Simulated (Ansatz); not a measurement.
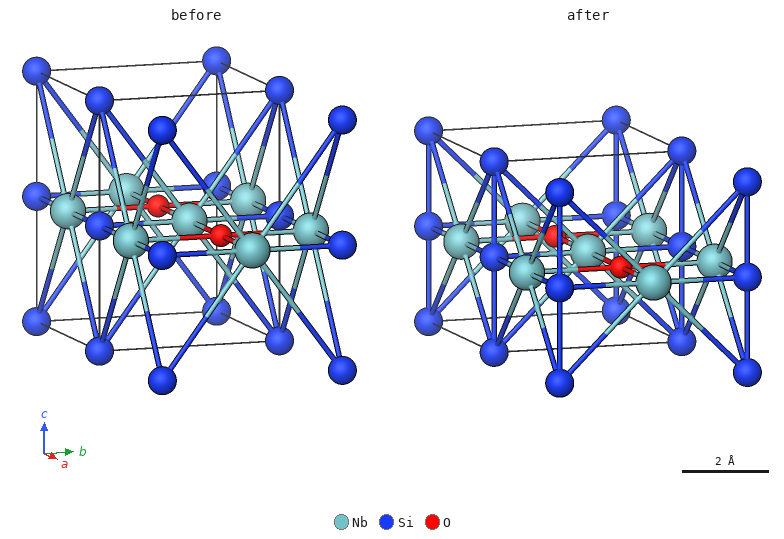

The structure of crystalline Nb2Si2O (a generated structure, set up in P4/mmm) (coarse preliminary run) before (left) and after (right) a relaxation, at one scale.

The picture is a ball-and-stick view of the cell of the calculation, repeated 2 × 1 × 1 with one cell outlined, seen slightly off an axis.

Computed with Ansatz, DFT PBE, scalar-relativistic, plane waves, PAW. Settings: plane-wave cutoff 420 eV; k-point mesh 4 × 4 × 4; occupations gaussian; smearing width 0.1 eV; no spin polarisation; cell and atoms relaxed; force threshold 0.04 eV/Å; at most 70 steps.

Q: Describe what moved and what it gained.

A: The atoms keep their places relative to the cell (all moves are under 0.005 Å). The drawn cell changes as follows: a = b 4.440 → 4.629 Å (+4.2 %), c 5.910 → 4.500 Å (−23.9 %); the volume changes by −17.3 %. Near-neighbour distances that change, for instance: Si–Si 2.955 → 2.250 Å, Nb–Si 3.696 → 3.228 Å, Nb–Nb 3.140 → 3.273 Å, Nb–O 2.220 → 2.314 Å. New bonds form: Si–Si (2.96 → 2.25 Å). The space group stays P4/mmm (No. 123). The energy falls by 441 meV per atom in 7 accepted moves (8 points after the start). All forces vanish by symmetry, so only the cell relaxes. Pressure: 4.08 GPa at the start and 0.01 GPa at the end. At 1 point the geometry stayed and the basis and grid were re-selected for the new cell (energy shift of 0.2 meV per atom at most each time).
